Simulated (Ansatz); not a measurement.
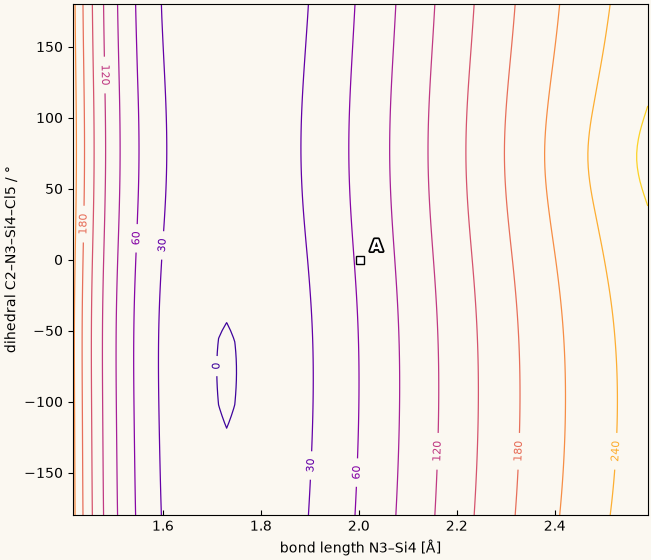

CHClNOSi, SMILES O=C=N[SiH]Cl, spin multiplicity 2. 
- First axis: bond length N3–Si4. Second axis: dihedral C2–N3–Si4–Cl5.
- Nothing is relaxed (all other coordinates rigid).
- The grid has 9 × 10 points.
- Points are written as (first, second).
- All energies are given in kJ/mol relative to the lowest grid point.
- The calculation used UKS PBE-D4/def2-SVP in Ansatz.

In the figure: contour lines labelled in kJ/mol, the point A. Between grid points the surface is interpolated.

Which way does the force act at A, and how strong is it?

A, at (2.003 Å, 0°), is not a stationary point. The computed force is 350 kJ/mol for each Å towards smaller values of bond length N3–Si4 and 0.072 kJ/mol for each degree towards smaller values of dihedral C2–N3–Si4–Cl5.
